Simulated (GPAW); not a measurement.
**Run report: SnF2, calculation of the molecule and its ions**

The run: calculation of the molecule and its ions of SnF2. Method and program: LDA (PW92)/sz(dzp), scalar-relativistic datasets (GPAW 26.7.0).

The geometry comes from this level: GFN2-xTB.

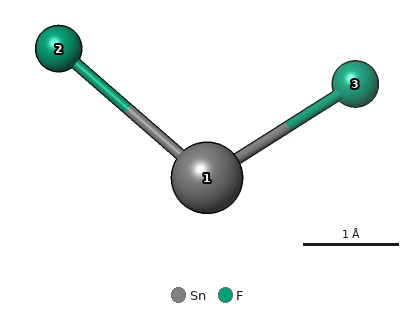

The structure (ball-and-stick view, seen at a tilt; atoms are numbered from 1 in the order of the input). Sticks mark near contacts. Bond lengths as drawn: F–Sn 2.08 Å.

**Input (ipea.py)**
```python
from ase.io import read
from gpaw import GPAW

atoms = read('f2sn.xyz')
atoms.center(vacuum=4.5)

energies = {}
for name, charge, unpaired in [('neutral', 0, 0), ('oxidised', 1, 1)]:
    atoms.set_initial_magnetic_moments([unpaired / len(atoms)] * len(atoms))
    calculator = GPAW(mode='lcao',
                      xc='LDA',
                      h=0.25,
                      basis='sz(dzp)',
                      charge=charge,
                      maxiter=100,
                      symmetry='off',
                      occupations={'name': 'fermi-dirac', 'width': 0.0, 'fixmagmom': unpaired > 0},
                      txt=f'{name}.txt')
    atoms.calc = calculator
    energies[name] = atoms.get_potential_energy()
    print(f'{name:10} {energies[name]:12.5f} eV')

ip = energies['oxidised'] - energies['neutral']
print(f'Vertical IP             {ip:.3f} eV')
```

**File f2sn.xyz**
```
3

Sn     0.005290    -0.007560    -0.865150
F      1.618310    -0.021230     0.443060
F     -1.623610     0.028790     0.422090
```

Run on 1 thread of Arm Neoverse V2, 24 GiB of memory available, shared host.

Run as:
```bash
python3 ipea.py
```

**Output**
```
neutral        -7.15737 eV
oxidised        2.99845 eV
Vertical IP             10.156 eV
```

**Summary**

| quantity | value |
| --- | --- |
| outcome | converged |
| ionisation energy | 10.16 eV |
| wall time | 6.1 s |
| peak memory | 0.35 GiB |

On so coarse a grid the energy depends on the position of the molecule, which gives spurious forces.
